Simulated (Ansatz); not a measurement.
# O₈Si₄: what the fields show

Input file:

```
crystal:
  periodic: [false, false, false]
  atoms:
    - {symbol: Si, position_ang: [-2.128350, -1.159912, -0.382032]}
    - {symbol: Si, position_ang: [-1.253855, 0.525428, 2.042755]}
    - {symbol: Si, position_ang: [0.628401, 0.119010, -0.309380]}
    - {symbol: Si, position_ang: [2.748943, 0.514722, -1.349126]}
    - {symbol: O, position_ang: [-2.249704, -0.423129, 1.105416]}
    - {symbol: O, position_ang: [0.152213, 0.694964, 1.170466]}
    - {symbol: O, position_ang: [1.238147, 1.305269, -1.354004]}
    - {symbol: O, position_ang: [2.125492, -0.674137, -0.297810]}
    - {symbol: O, position_ang: [-1.565168, 1.119822, 3.421563]}
    - {symbol: O, position_ang: [-3.190837, -2.012621, -1.085837]}
    - {symbol: O, position_ang: [4.106245, 0.768158, -2.014556]}
    - {symbol: O, position_ang: [-0.611517, -0.777584, -0.947454]}
basis:
  gaussian: {orbitals: def2-TZVP, initial_orbitals: start.molden}
hamiltonian: {xc: pbe0, dispersion: d4}
scf: {omitted_lower_state_checks: [starts]}
output: {orbitals: {seedname: orbitals}}
```

Launched as:

```sh
ansatz run in.yaml --threads 4 --pin off --events-out ev --progress --plain --max-ram 6963MiB
```

Geometry: PBE-D4/def2-SVP.

Method: Ansatz, RKS PBE0-D4/def2-TZVP.

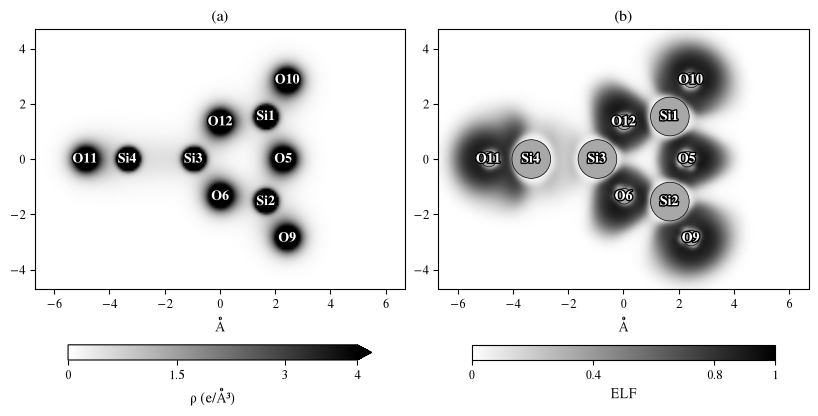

Figure 1. (a) electron density; (b) electron localisation function on the plane of atoms Si1, O5 and Si2. Grey discs cover the atomic cores in the ELF map.

Q: Interpret the plot.

A:
- The plane passes through Si and O nuclei.
- Si–O (1.53 Å): the density is about 1.5 e/Å³ at the midpoint; the ELF peaks at about 0.80 between the atoms; a short, strongly polar bond.
- Si–Si (2.39 Å): ρ is about 0.48 e/Å³ halfway; the ELF is about 0.20 at the midpoint.
- Si–O (1.66 Å): ρ at the midpoint is about 1.1 e/Å³; the ELF peaks at about 0.85 between the atoms (a polar covalent bond).
- The ELF also peaks beside O9, O6, O11, O5, O12 and O10, away from the bonds: lone-pair regions.

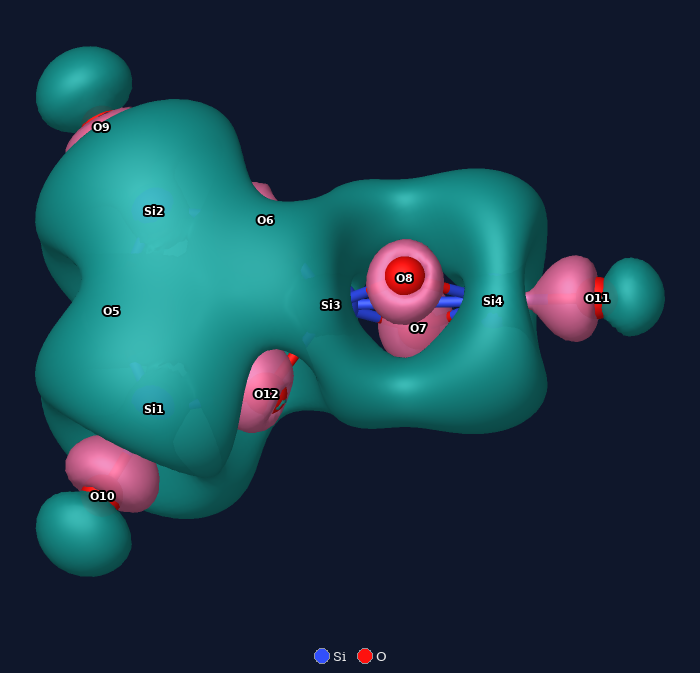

Figure 2. One frontier orbital at ±0.05 Å⁻³ᐟ² (teal and pink are the two phases), seen at an oblique angle.

Q: Which orbital is it: HOMO or LUMO?

A: The LUMO, at −3.32 eV. By Hirshfeld shares it lies mainly on Si1 (about 25 %), Si2 (about 25 %), Si4 (about 10 %), Si3 (about 10 %) and O5 (about 5 %).

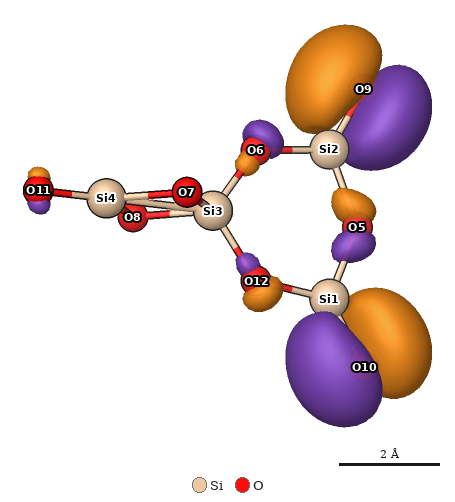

Figure 3. One frontier orbital at ±0.08 Å⁻³ᐟ² (orange and purple are the two phases), seen at a tilt.

Q: Which orbital is it: HOMO or LUMO?

A: The HOMO, at −9.54 eV. By Hirshfeld shares it lies mainly on O10 (about 40 %) and O9 (about 40 %); largely a combination of lone pairs on O10 and O9.
